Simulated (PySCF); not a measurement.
## Electronic structure of C₇H₁₇NSi in real space

```yaml
atoms:
  - { symbol: C, position_ang: [3.0392, 0.1844, 0.3469] }
  - { symbol: C, position_ang: [2.0541, -0.4802, -0.2289] }
  - { symbol: C, position_ang: [0.7500, -0.7969, 0.4245] }
  - { symbol: C, position_ang: [-0.4666, -0.3010, -0.3750] }
  - { symbol: C, position_ang: [-0.6792, -1.1757, -1.6157] }
  - { symbol: N, position_ang: [-1.6351, -0.2921, 0.5128] }
  - { symbol: C, position_ang: [-1.9970, -1.5324, 1.1741] }
  - { symbol: Si, position_ang: [-0.2587, 1.5518, -0.8555] }
  - { symbol: C, position_ang: [0.0248, 2.5900, 0.7006] }
  - { symbol: H, position_ang: [3.9705, 0.3781, -0.1585] }
  - { symbol: H, position_ang: [2.9599, 0.5572, 1.3553] }
  - { symbol: H, position_ang: [2.1774, -0.8539, -1.2368] }
  - { symbol: H, position_ang: [0.7173, -0.3407, 1.4151] }
  - { symbol: H, position_ang: [0.6831, -1.8844, 0.5445] }
  - { symbol: H, position_ang: [-1.5880, -0.8755, -2.1360] }
  - { symbol: H, position_ang: [0.1509, -1.0651, -2.3075] }
  - { symbol: H, position_ang: [-0.7642, -2.2301, -1.3519] }
  - { symbol: H, position_ang: [-2.4353, 0.0310, -0.0222] }
  - { symbol: H, position_ang: [-2.1746, -2.3742, 0.4903] }
  - { symbol: H, position_ang: [-2.9109, -1.3597, 1.7420] }
  - { symbol: H, position_ang: [-1.2138, -1.8160, 1.8755] }
  - { symbol: H, position_ang: [0.8341, 1.7200, -1.8218] }
  - { symbol: H, position_ang: [-1.5079, 1.9704, -1.5135] }
  - { symbol: H, position_ang: [1.0250, 2.4440, 1.0949] }
  - { symbol: H, position_ang: [-0.0912, 3.6464, 0.4818] }
  - { symbol: H, position_ang: [-0.6850, 2.3271, 1.4783] }
```

Geometry: GFN2-xTB.

Method: PBE0/pcSseg-1, SCF density, gas phase, non-relativistic (PySCF).

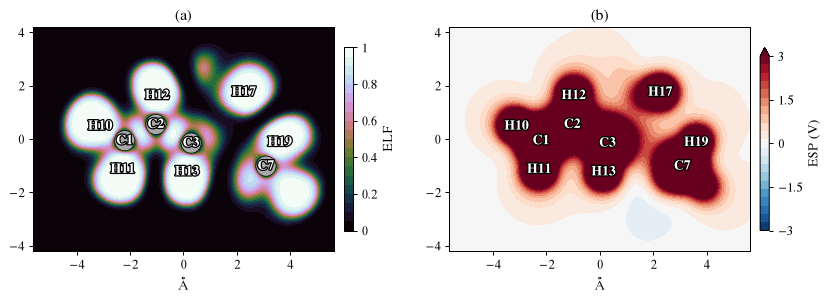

Figure 1. (a) ELF; (b) molecular electrostatic potential on the plane of atoms C3, C2 and H12. Grey discs cover the atomic cores in the ELF map.

> Read the bonding off the picture.

The section cuts through C and H sites.
C–C (1.32 Å): the ELF peaks at about 0.90 between the atoms; a short, multiple covalent bond.
C–C (1.49 Å): the ELF peaks at about 0.95 between the atoms (a shared electron pair).
C–H (1.08 Å): the ELF climbs to about 1 towards the hydrogen, as it does in any bond to H; an ordinary covalent bond to hydrogen.
The potential has no marked negative region in this plane.

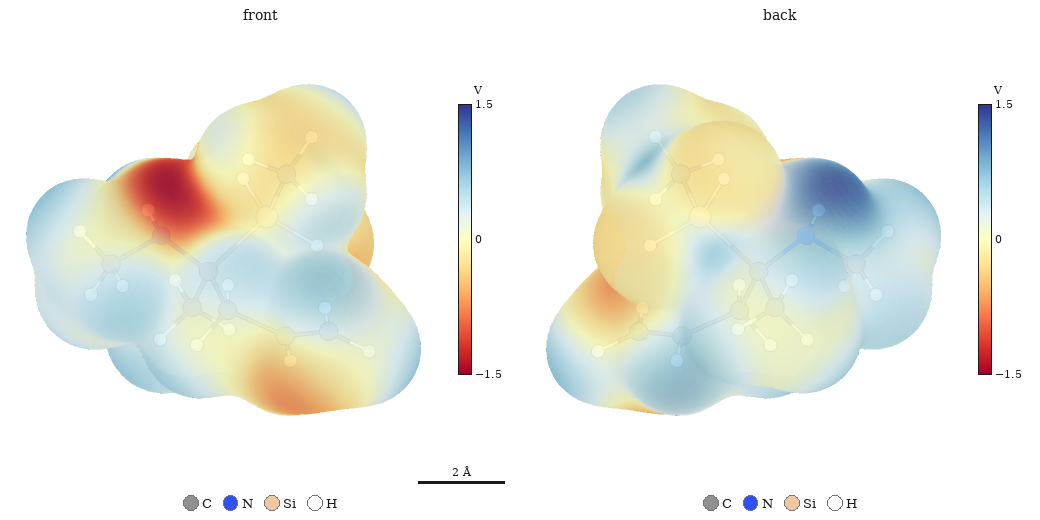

Figure 2. The electrostatic potential painted on the density surface at 0.002 e/bohr³, seen from the front and from behind; red is negative and blue positive.

> Which sites attract a positive test charge, and which a negative one?

A positive charge is drawn to the negative regions and a negative charge to the positive ones. The most negative region (about −1.4 V, or −32 kcal/mol for a unit charge) lies over N6, the most positive (about +1.2 V, or +28 kcal/mol for a unit charge) over H18. N6 is the likeliest acceptor of a hydrogen bond.

> How polar is the molecule by this calculation?

Its dipole moment is 1.06 D.
